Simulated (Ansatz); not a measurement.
**[SiH3]+ (SMILES [SiH3+]) at 6 levels**

Wanted: a comparison of 6 runs (UHF/6-31G*, BHLYP/3-21G, PBE/6-31G*, wB97M-V/6-31G*, CCSDT(Q)/3-21G, CCSD(T)/6-31G*) of [SiH3]+. 

The calculation is run with Ansatz 0.2.0.

2 further runs of the same task are left out: 2 that didn't finish.

**1. The system as given**

[SiH3]+ has 4 atoms, charge +1, and is taken as a singlet. SMILES: `[SiH3+]`. The H3–Si1 distance was set to 3.680 Å, away from the relaxed value. At this shape a bond of the SMILES string is far longer than usual.

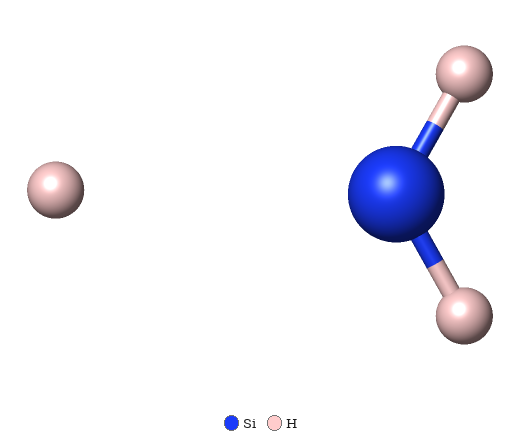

The structure, seen from a chosen angle (silicon blue, hydrogen pink).

**2. The energy at UHF/6-31G(d) (spherical functions) (run 1)**

The input, in.yaml:

```yaml
crystal:
  periodic: [false, false, false]
  atoms:
    - {symbol: Si, position_ang: [0.177599, 2.200793, 0.014850]}
    - {symbol: H, position_ang: [0.864499, 2.876193, 1.127850]}
    - {symbol: H, position_ang: [-0.118400, -1.467200, -0.009900]}
    - {symbol: H, position_ang: [-0.390901, 2.992493, -1.088250]}
basis:
  gaussian: {orbitals: 6-31G_st_-spherical.json}
total_charge: 1
magnetization: {spin_polarized: true}
hamiltonian: {xc: hf}
accuracy: high
```

The basis set 6-31G* is read from a file made from the Basis Set Exchange's data (not shown).

Launch:

```bash
$ ansatz run in.yaml --threads 1 --pin off --max-ram 2610MiB --events-out events.jsonl --progress --plain --runs-dir runs
```

Standard output:

```text
Warning: RAYON_NUM_THREADS=1 ignored (pool sized by the plan → 1); use --threads N
Functional definition: HF
  name "HF"
  exchange = exact_x
  correlation = 0
437 factors; integrals over basis functions are off by at most 4.2e-9 eV
mean field evaluation 1: about -7891.6794 eV, gradient 7.0e0 eV
mean field evaluation 2: about -7891.6838 eV, gradient 6.9e0 eV
mean field evaluation 4: about -7893.6871 eV, gradient 2.2e0 eV
mean field evaluation 8: about -7893.7459 eV, gradient 5.5e-5 eV
mean field evaluation 16: about -7896.4171 eV, gradient 3.6e0 eV
mean field evaluation 32: about -7896.9658 eV, gradient 4.1e-4 eV
mean field -7896.96584219 eV, -290.2081419446 hartree, gradient 2.1e-8 eV, S^2 0.991515; 2 other end points of the search recorded, 0 dependent functions left out
reference -7896.96584219 eV, -290.2081419446 hartree; 8, 8 occupied and 16, 16 virtual orbitals, 437 factors
Total energy: -7896.96584219 eV, -290.2081419446 hartree
```

Run time: 0.26 s. Hardware: 1 thread of Arm Neoverse V1, shared host.

**3. The energy at BHLYP/3-21G (run 2)**

The input, run.yaml:

```yaml
basis:
  gaussian: {orbitals: 3-21G.json}
crystal:
  periodic: [false, false, false]
  atoms:
    - {symbol: Si, position_ang: [0.177599, 2.200793, 0.014850]}
    - {symbol: H, position_ang: [0.864499, 2.876193, 1.127850]}
    - {symbol: H, position_ang: [-0.118400, -1.467200, -0.009900]}
    - {symbol: H, position_ang: [-0.390901, 2.992493, -1.088250]}
total_charge: 1
hamiltonian: {xc: {name: BHLYP}}
accuracy: high
```

The basis set 3-21G is read from a file made from the Basis Set Exchange's data (not shown).

Launch:

```bash
$ ansatz run run.yaml --threads 1 --pin off --max-ram 2610MiB --events-out events.jsonl --progress --plain --runs-dir runs
```

Standard output:

```text
Warning: RAYON_NUM_THREADS=1 ignored (pool sized by the plan → 1); use --threads N
Functional definition: BHLYP
  name "BHLYP"
  parameter a = 0.5
  exchange = (1 - a)*b88_x + a*exact_x
  correlation = lyp_c
362 factors; integrals over basis functions are off by at most 4.0e-9 eV
mean field evaluation 1: about -7865.7656 eV, gradient 1.2e1 eV
mean field evaluation 2: about -7857.3582 eV, gradient 2.9e1 eV
mean field evaluation 4: about -7868.6339 eV, gradient 7.0e0 eV
mean field evaluation 8: about -7869.0015 eV, gradient 1.5e-1 eV
mean field evaluation 16: about -7869.0017 eV, gradient 1.9e-6 eV
mean field -7869.00174049 eV, -289.1804801622 hartree, gradient 1.8e-8 eV, S^2 0.000000; 0 other end points of the search recorded, 0 dependent functions left out
reference -7869.00176285 eV, -289.1804809839 hartree; 8, 8 occupied and 11, 11 virtual orbitals, 362 factors
Total energy: -7869.00176285 eV, -289.1804809839 hartree
```

It took 0.66 s on 1 thread of Arm Neoverse V1, shared host.

Runs 3 to 4 aren't shown in full; the table further down has their settings and results.

**4. A single-point energy at CCSDT(Q)/3-21G (run 5)**

Changes to in.yaml since step 2:

```diff
@@ -8,6 +8,6 @@
 basis:
-  gaussian: {orbitals: 6-31G_st_-spherical.json}
+  gaussian: {orbitals: 3-21G.json}
+accuracy: high
 total_charge: 1
-magnetization: {spin_polarized: true}
-hamiltonian: {xc: hf}
-accuracy: high
+correlation: {method: ccsdt_q, frozen_orbitals: {H: 0, Si: 5}}
+scf: {omitted_lower_state_checks: [cluster_reference, increment]}
```

The basis set 3-21G is read from a file made from the Basis Set Exchange's data (not shown).

Launch:

```bash
$ ansatz run in.yaml --threads 1 --pin off --max-ram 2610MiB --events-out events.jsonl --progress --plain --runs-dir runs
```

Standard output:

```text
Warning: RAYON_NUM_THREADS=1 ignored (pool sized by the plan → 1); use --threads N
[... 13 lines left out ...]
5 core orbitals not correlated: weight in the atoms' cores, before any rotation towards them, 1.000 or more for the frozen orbitals, at most 0.000 for the correlated occupied ones
[... 34 lines left out ...]
WARN: these amplitudes may be one of several solutions (largest doubles amplitude 0.86, level shift 5.92 eV)
Total energy: -7857.06159265 eV, -288.7416878223 hartree
Checks for a lower state left out: cluster_reference, increment
```

Run time: 0.72 s. Hardware: 1 thread of Arm Neoverse V1, shared host.

**5. The energy at CCSD(T)/6-31G(d) (spherical functions) (run 6)**

The input, in.yaml:

```yaml
crystal:
  periodic: [false, false, false]
  atoms:
    - symbol: Si
      position_ang: [0.177599, 2.200793, 0.014850]
    - symbol: H
      position_ang: [0.864499, 2.876193, 1.127850]
    - symbol: H
      position_ang: [-0.118400, -1.467200, -0.009900]
    - symbol: H
      position_ang: [-0.390901, 2.992493, -1.088250]
basis:
  gaussian: {orbitals: 6-31G_st_-spherical.json}
total_charge: 1
correlation: {method: ccsd_t, frozen_orbitals: {H: 0, Si: 5}}
accuracy: high
scf: {omitted_lower_state_checks: [cluster_reference, increment]}
magnetization: {spin_polarized: false}
```

The basis set 6-31G* is read from a file made from the Basis Set Exchange's data (not shown).

Launch:

```bash
$ ansatz run in.yaml --threads 1 --pin off --max-ram 2610MiB --events-out events.jsonl --progress --plain --runs-dir runs
```

Standard output:

```text
Warning: RAYON_NUM_THREADS=1 ignored (pool sized by the plan → 1); use --threads N
[... 13 lines left out ...]
5 core orbitals not correlated: weight in the atoms' cores, before any rotation towards them, 1.000 or more for the frozen orbitals, at most 0.000 for the correlated occupied ones
[... 31 lines left out ...]
WARN: these amplitudes may be one of several solutions (largest doubles amplitude 0.78, level shift 5.86 eV)
Total energy: -7898.87121505 eV, -290.2781631059 hartree
Checks for a lower state left out: cluster_reference, increment
```

Run time: 0.34 s. Hardware: 1 thread of Arm Neoverse V1, shared host.

**6. The series**

```
run                                 level  frozen core orbitals  energy (Eh)  wall time
  1      UHF/6-31G* (spherical functions)                     –  -290.208142     0.26 s
  2                           BHLYP/3-21G                     –  -289.180481     0.66 s
  3      PBE/6-31G* (spherical functions)                     –  -290.575478     0.82 s
  4  wB97M-V/6-31G* (spherical functions)                     –  -290.670877       11 s
  5                        CCSDT(Q)/3-21G                     5  -288.741688     0.72 s
  6  CCSD(T)/6-31G* (spherical functions)                     5  -290.278163     0.34 s
```

**7. Summary of results**

```
                                          quantity          value
                               run 6: total energy  -290.27816 Eh
run 6: correlation energy (5 core orbitals frozen)     -188.4 mEh
                             run 6: (T) correction     -12.20 mEh
                              run 6: T1 diagnostic          0.107
```

What this shows: Totals of different functionals can't be ranked against each other. In run 6 the T1 diagnostic is large, so a single reference may not serve. In runs 5, 6 the log says that unrestricted orbitals would lower the reference, so the values rest on an unstable closed-shell determinant (other closed-shell runs at this shape may share the fault). Spin contamination of the reference: run 1 ⟨S²⟩ = 0.99. Where it is this large, the reference is a mixture of spin states, and values that rest on it are in doubt. All runs together took 13 s, the longest 11 s.
